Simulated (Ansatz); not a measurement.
**CH6BNTe: a dynamics run in two tries**

Wanted: a short trajectory, and a check that the input is sound. SMILES of the start: CB(N)[TeH].

All numbers below are computed with Ansatz 0.2.0 (RKS PBE/def2-SVP).

## 1. Starting point

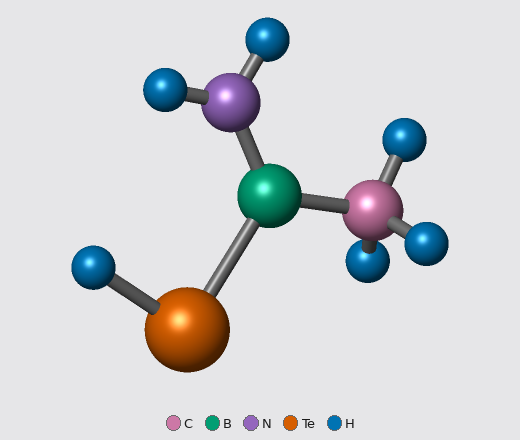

Start, viewed from a chosen angle; carbon pink, boron teal, nitrogen purple, tellurium orange, hydrogen blue.

Coordinates:

```xyz
10

C    -1.2699    0.6934   -0.2121
B     0.1322   -0.0347   -0.1105
N     0.5522   -0.6975    1.0522
Te    1.4443    0.0374   -1.8863
H    -1.8378    0.3819   -1.1131
H    -1.9126    0.5017    0.6729
H    -1.1346    1.7931   -0.2937
H     1.4505   -1.1665    1.1641
H    -0.0414   -0.7466    1.8830
H     2.7005   -0.8135   -1.1537
```

## 2. The run

Input file input.yaml:

```yaml
crystal:
  periodic: [false, false, false]
  atoms:
    - { symbol: C, position_ang: [-1.269862, 0.693444, -0.21207] }
    - { symbol: B, position_ang: [0.132228, -0.034651, -0.110516] }
    - { symbol: "N", position_ang: [0.552179, -0.69749, 1.0522] }
    - { symbol: Te, position_ang: [1.444308, 0.037399, -1.88628] }
    - { symbol: H, position_ang: [-1.837784, 0.381935, -1.113064] }
    - { symbol: H, position_ang: [-1.91261, 0.501739, 0.672921] }
    - { symbol: H, position_ang: [-1.134606, 1.793145, -0.293666] }
    - { symbol: H, position_ang: [1.450511, -1.166533, 1.164098] }
    - { symbol: H, position_ang: [-0.041413, -0.746583, 1.883012] }
    - { symbol: H, position_ang: [2.700451, -0.813508, -1.153735] }
basis:
  gaussian: { orbitals: def2-SVP }
hamiltonian:
  xc: pbe
md:
  timestep: 0.5
  n_steps: 25
  ensemble: npt_langevin
  temperature: 400.0
  initial_velocities: maxwell_boltzmann
  seed: 278424
  friction: 0.02
  pressure: 1.0
```

The run is started by

```console
ansatz run input.yaml --threads 2 --pin off --max-ram 3072MiB --backend cpu --events-out ev --progress --plain --runs-dir out
```

Standard output:

```text
Error: invalid value for `basis.gaussian`: such a run doesn't read md.pressure; remove what it names
```

It took 0.03 s on 2 threads of Arm Neoverse N1, shared host; peak memory 0.026 GiB.

## 3. What went wrong

Nothing was computed: the input was turned down at the start. The line that matters: «invalid value for `basis.gaussian`: such a run doesn't read md.pressure; remove what it names»

A barostat needs a periodic cell, and a molecule in free space has none.

Remedy: use nve or an nvt ensemble and drop md.pressure.

## 4. The mended input

input.yaml, as its differences from that of step 2:

```diff
@@ -19,4 +19,4 @@
   timestep: 0.5
-  n_steps: 25
-  ensemble: npt_langevin
+  n_steps: 150
+  ensemble: nvt_langevin
   temperature: 400.0
@@ -25,2 +25 @@
   friction: 0.02
-  pressure: 1.0
```

The run is started by

```console
ansatz run input.yaml --threads 2 --pin off --max-ram 3072MiB --backend cpu --events-out ev --progress --plain --runs-dir out
```

Besides the cure, the cap on steps is lifted. From its log:

```text
md step     0: t =     0.00 fs  T =   360.0 K  F+E_penalty+E_count = -10588.87550280 eV  E_kin = 0.465336 eV  (28 SCF iters)
md step     1: t =     0.50 fs  T =   358.1 K  F+E_penalty+E_count = -10588.86616769 eV  E_kin = 0.462902 eV  (29 SCF iters)
md step     2: t =     1.00 fs  T =   331.8 K  F+E_penalty+E_count = -10588.84255360 eV  E_kin = 0.428859 eV  (29 SCF iters)
[...]
md step   148: t =    74.00 fs  T =   370.0 K  F+E_penalty+E_count = -10588.50536965 eV  E_kin = 0.478275 eV  (30 SCF iters)
md step   149: t =    74.50 fs  T =   371.6 K  F+E_penalty+E_count = -10588.52083286 eV  E_kin = 0.480365 eV  (31 SCF iters)
md step   150: t =    75.00 fs  T =   432.5 K  F+E_penalty+E_count = -10588.53112135 eV  E_kin = 0.559013 eV  (30 SCF iters)
```

It took 7 min on 2 threads of Arm Neoverse N1, shared host; peak memory 0.13 GiB.

The second input runs as intended: 150 steps, ending at 432 K.

## 5. What came out

| quantity | value |
| --- | --- |
| first try | refused |
| cause | a barostat needs a periodic cell, and a molecule in free space has none |

**Reading.** The fault in the first input was caught at the input check and cost nothing.
